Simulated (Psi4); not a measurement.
# CH3ClIn (SMILES [CH3][In][Cl]): U-wB97X/def2-SVP (core potential)

Aim: the energy change on altering one bond length of CH3ClIn at U-wB97X/def2-SVP (core potential), from 2 runs. 

Program for the calculation: Psi4 1.11.

### Step 1. Starting point

CH3ClIn: 6 atoms, total charge 0, spin state doublet. As SMILES, `[CH3][In][Cl]`. The coordinates come from a PBE0-D4/def2-TZVP relaxation.

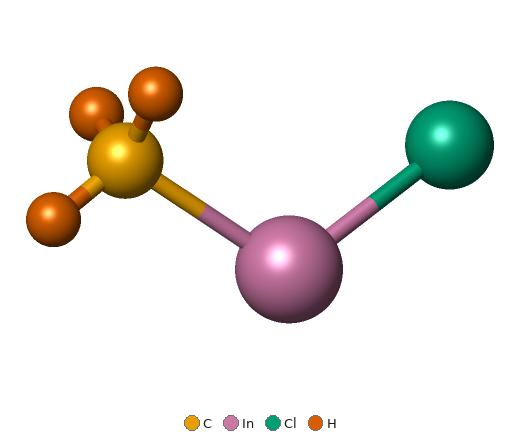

The structure, seen from a chosen angle (carbon amber, indium pink, chlorine teal, hydrogen orange).

### Step 2. The energy at U-wB97X/def2-SVP (core potential)

ch3clin.json reads:

```json
{
 "schema_name": "qcschema_input",
 "schema_version": 1,
 "molecule": {
  "schema_name": "qcschema_molecule",
  "schema_version": 2,
  "symbols": ["C", "In", "Cl", "H", "H", "H"],
  "geometry": [1.3993422, -0.36868557, -0.59790935, -1.94944147, 2.11044614, -0.22695611, -5.00645142, 0.42310968, 2.61632582, 0.69163976, -2.18509032, -1.2640378, 2.75389788, 0.44427461, -1.91108003, 2.19019258, -0.54499701, 1.29635212],
  "molecular_charge": 0,
  "molecular_multiplicity": 2,
  "fix_symmetry": "c1"
 },
 "driver": "energy",
 "model": {
  "method": "wb97x",
  "basis": "def2-SVP"
 },
 "keywords": {
  "reference": "uks",
  "puream": true,
  "e_convergence": 1e-09,
  "d_convergence": 1e-08,
  "scf_type": "pk",
  "dft_radial_points": 99,
  "dft_spherical_points": 590,
  "maxiter": 200
 }
}
```

Run with:

```sh
$ psi4 --qcschema ch3clin.json -n 1 --memory 1600MB
```

stdout:

```text
[...]
    !!!  WARNING: ECP capability is in beta. Please check occupations closely.  !!!
[...]
  Running in c1 symmetry.
[...]
  Nuclear repulsion =  151.824057015568854
[...]
  Multiplicity = 2
[...]
  Nalpha       = 24
  Nbeta        = 23
[...]
    Number of basis functions: 73
[...]
   @UKS iter   1:  -689.90239005642457   -1.27970e+00   7.95509e-03 DIIS/ADIIS
[...]
   @UKS iter  14:  -690.11297417319372   -1.36424e-11   9.48479e-09 DIIS
[...]
   @S^2 Observed:                7.594927082E-01
[...]
    Orbital Energies [Eh]
    ---------------------
    Alpha Occupied:
       1A   -101.420596     2A    -10.286090     3A     -9.492628
       4A     -7.257843     5A     -7.252816     6A     -7.252568
       7A     -4.787798     8A     -3.201375     9A     -3.195118
      10A     -3.192497    11A     -0.915075    12A     -0.894749
      13A     -0.885907    14A     -0.884365    15A     -0.882115
      16A     -0.857086    17A     -0.813230    18A     -0.529701
      19A     -0.528212    20A     -0.506652    21A     -0.410919
      22A     -0.390982    23A     -0.387362    24A     -0.288890
    Alpha Virtual:
      25A      0.009842    26A      0.087541    27A      0.100702
[...]
  @UKS Final Energy:  -690.11297417319372
   => Energetics <=
    Nuclear Repulsion Energy =            151.8240570155688545
    One-Electron Energy =               -1326.3953386274174591
    Two-Electron Energy =                 521.9176953952188569
    DFT Exchange-Correlation Energy =     -37.4593879565638659
    Empirical Dispersion Energy =           0.0000000000000000
    VV10 Nonlocal Energy =                  0.0000000000000000
    Total Energy =                       -690.1129741731937202
[...]
 Multipole Moments:
 ------------------------------------------------------------------------------------
     Multipole            Electronic (a.u.)      Nuclear  (a.u.)        Total (a.u.)
 ------------------------------------------------------------------------------------
 L = 1.  Multiply by 2.5417464519 to convert [e a0] to [Debye]
 Dipole X            :          5.6954690           -4.6757501            1.0197189
 Dipole Y            :         24.6819063          -24.4040155            0.2778907
 Dipole Z            :        -18.9535159           18.1858058           -0.7677101
 Magnitude           :                                                    1.3063035
[...]
```

The result, in JSON:

```text
{
 "driver": "energy",
 "model": {
  "method": "wb97x",
  "basis": "def2-SVP"
 },
 "success": true,
 "return_result": -690.1129741731937,
 "properties": {
  "calcinfo_nbasis": 73,
  "calcinfo_nmo": 73,
  "calcinfo_nalpha": 24,
  "calcinfo_nbeta": 23,
  "calcinfo_natom": 6,
  "nuclear_repulsion_energy": 151.82405701556885,
  "return_energy": -690.1129741731937,
  "scf_one_electron_energy": -1326.3953386274175,
  "scf_two_electron_energy": 521.9176953952189,
  "scf_xc_energy": -37.459387956563866,
  "scf_dipole_moment": [1.0197189388815024, 0.2778907497804184, -0.7677100903582428],
  "scf_total_energy": -690.1129741731937,
  "scf_iterations": 14
 }
}
```

It took 13 s on 1 thread of Intel Xeon 6975P-C (Granite Rapids), shared host; peak memory 0.86 GiB.

### Step 3. The distorted shape: energy and forces at U-wB97X/def2-SVP (core potential)

job.py reads:

```python
import psi4

psi4.set_memory(1600000000)
psi4.set_num_threads(1)
psi4.set_output_file('run.log', False)

molecule = psi4.geometry("""
0 2
C      1.19609837    -0.49066550    -0.40087516
In    -2.15268529     1.98846620    -0.02992192
Cl    -5.20969525     0.30112975     2.81336000
H      0.48839594    -2.30707025    -1.06700362
H      2.75389788     0.44427461    -1.91108003
H      1.98694875    -0.66697695     1.49338631
units bohr
symmetry c1
""")

options = {'basis': 'def2-SVP', 'reference': 'uks', 'puream': True, 'e_convergence': 1e-09, 'd_convergence': 1e-08, 'scf_type': 'pk', 'dft_radial_points': 99, 'dft_spherical_points': 590, 'maxiter': 200}
psi4.set_options(options)

energy_value, wavefunction = psi4.gradient("WB97X", return_wfn=True)
print('gradient / Eh bohr^-1')
print(energy_value.np.round(6))
print(f'energy = {wavefunction.energy():.10f} Eh')
```

Run with:

```sh
$ python job.py
```

run.log, cut to the lines that bear on the results:

```text
[...]
    !!!  WARNING: ECP capability is in beta. Please check occupations closely.  !!!
[...]
  Running in c1 symmetry.
[...]
  Nuclear repulsion =  151.191596842654462
[...]
  Multiplicity = 2
[...]
  Nalpha       = 24
  Nbeta        = 23
[...]
    Number of basis functions: 73
[...]
   @UKS iter   1:  -689.88219303331084   -1.36204e+00   8.12402e-03 DIIS/ADIIS
[...]
   @UKS iter  15:  -690.10146907763578   -1.81899e-12   4.59520e-09 DIIS
[...]
   @S^2 Observed:                7.595688149E-01
[...]
  @UKS Final Energy:  -690.10146907763578
   => Energetics <=
    Nuclear Repulsion Energy =            151.1915968426544623
    One-Electron Energy =               -1325.1551119251967066
    Two-Electron Energy =                 521.2817611038135510
    DFT Exchange-Correlation Energy =     -37.4197150989071119
    Empirical Dispersion Energy =           0.0000000000000000
    VV10 Nonlocal Energy =                  0.0000000000000000
    Total Energy =                       -690.1014690776357838
[...]
 Multipole Moments:
 ------------------------------------------------------------------------------------
     Multipole            Electronic (a.u.)      Nuclear  (a.u.)        Total (a.u.)
 ------------------------------------------------------------------------------------
 L = 1.  Multiply by 2.5417464519 to convert [e a0] to [Debye]
 Dipole X            :          5.5244511           -4.5308898            0.9935613
 Dipole Y            :         24.5969922          -24.3170752            0.2799170
 Dipole Z            :        -18.7990962           18.0453712           -0.7537250
 Magnitude           :                                                    1.2781310
[...]
  -Total Gradient:
     Atom            X                  Y                   Z
    ------   -----------------  -----------------  -----------------
       1       -0.041829806138    -0.032602100825     0.045268847493
       2        0.000170686783    -0.002679007463     0.001597398107
       3        0.002378909062     0.001106994025    -0.002081060265
       4        0.000186872283     0.005768533445     0.004094171116
       5        0.044525645473     0.028722409508    -0.044442776590
       6       -0.005050698955    -0.000015956313    -0.004851883175
[...]
```

On the terminal:

```text
gradient / Eh bohr^-1
[[-4.1830e-02 -3.2602e-02  4.5269e-02]
 [ 1.7100e-04 -2.6790e-03  1.5970e-03]
 [ 2.3790e-03  1.1070e-03 -2.0810e-03]
 [ 1.8700e-04  5.7690e-03  4.0940e-03]
 [ 4.4526e-02  2.8722e-02 -4.4443e-02]
 [-5.0510e-03 -1.6000e-05 -4.8520e-03]]
energy = -690.1014690776 Eh
```

Wall time 18 s (1 thread of Intel Xeon 6975P-C (Granite Rapids), shared host); peak memory 0.86 GiB.

### Step 4. Results

Level: U-wB97X/def2-SVP (core potential).

| quantity | value |
| --- | --- |
| first shape: total energy | -690.11297 Eh |
| first shape: dipole moment | 3.32 D |
| first shape: HOMO energy (highest over α and β) | -7.86 eV |
| first shape: LUMO energy (lowest over α and β) | -1.76 eV |
| first shape: ⟨S²⟩ | 0.759 |
| distorted shape: total energy | -690.10147 Eh |
| distorted shape: dipole moment | 3.25 D |
| distorted shape: HOMO energy (highest over α and β) | -7.88 eV |
| distorted shape: LUMO energy (lowest over α and β) | -1.78 eV |
| distorted shape: ⟨S²⟩ | 0.760 |
| distorted shape: largest force on an atom | 3.586 eV/Å |
| energy change with the C1–H5 bond stretched from 1.087 to 1.250 Å | 0.313 eV |

In words: With the C1–H5 bond stretched from 1.087 to 1.250 Å the energy rises by 0.31 eV (7.2 kcal/mol). The first shape isn't relaxed at this level, so the change isn't measured from a minimum.
